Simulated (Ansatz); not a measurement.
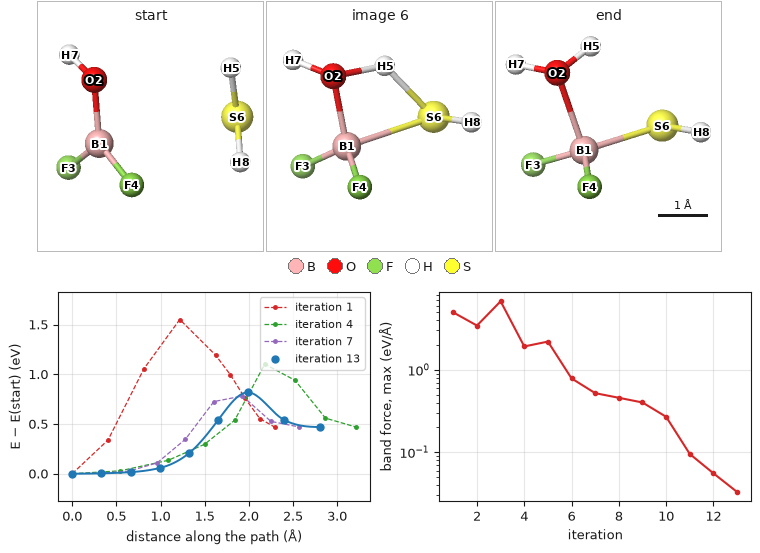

A search for the minimum-energy path of BH$_{3}$SOF$_{2}$, made up at the start of BHOF2 and H2S by the nudged elastic band. Images are numbered from 0 (start) to 8 (end). The plot follows the band through its iterations. Style: ball-and-stick. Shown at a tilt.

Level of theory: UKS PBE-D4/def2-SVP (Ansatz 0.2.0). Run with 7 movable images; climbing image; force threshold 0.05 eV/Å; iteration limit 60; starting path through a guess of the saddle point.

How did the profile develop, and is the result final?

The result is final at these settings. The band converged in 13 iterations. The largest component of the band force went from 5 to 0.033 eV/Å. The climbing image converged on the top of the path. Its vibrational analysis gives one imaginary mode (931i cm⁻¹), as a transition state must have. The first iteration put the highest image at 1.55 eV. The highest point, image 6, lies 0.82 eV above the start and 0.35 eV above the end; the end is at +0.47 eV relative to the start.

Limits of the set-up: the start holds two separate molecules, 2.5 Å apart at their closest, whose relative position is a soft coordinate.

The run took 66 s on 2 threads of AMD EPYC 9R45 96-Core Processor (Zen 5), on a shared host, peak memory 0.17 GiB.
